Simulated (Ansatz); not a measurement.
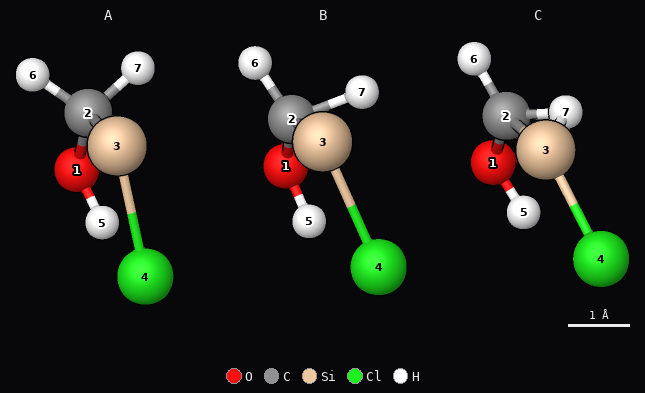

3 geometries from one relaxation of CH3ClOSi, in shuffled order. A ball-and-stick model, seen from a free direction.

The run prepares an end point of a later path (hydrogen shift) calculation, from a guessed geometry.

These are results of RKS PBE-D4/6-31G (Ansatz), not measurements. Settings: no spin polarisation; force threshold 0.02 eV/Å; at most 50 steps.

Q: Put them in the order of the run, from the start to the converged end.

A: C, B, A. They are steps 0, 3, 12, at +98.2 kcal/mol, +7.70 kcal/mol relative to the last. After 11 accepted moves (12 points after the start) the energy has fallen by 98.2 kcal/mol. The largest force component goes from 10 to 0.0079 eV/Å. The line search rejected the trial step at point 8 of the run. The largest move after the best rigid fit is that of H7, 0.98 Å. Largest moves by element: H 0.98 Å, Cl 0.63 Å, Si 0.36 Å, O 0.28 Å, C 0.21 Å. Some distances before and after: Si3–H7 1.271 → 2.467 Å, Si3–Cl4 2.016 → 2.267 Å, C2–Si3 1.764 → 1.976 Å, O1–C2 1.388 → 1.438 Å. Bonds break: Si3–H7 (1.27 → 2.47 Å). Bond angles that change, for instance: Si3–C2–H7 45.8° → 101.9°, C2–Si3–Cl4 121.5° → 94.7°, Si3–C2–H6 122.0° → 106.8°. Cost: 33 s on 1 thread of Arm Neoverse V1, with other jobs on the host, peak memory 0.14 GiB.
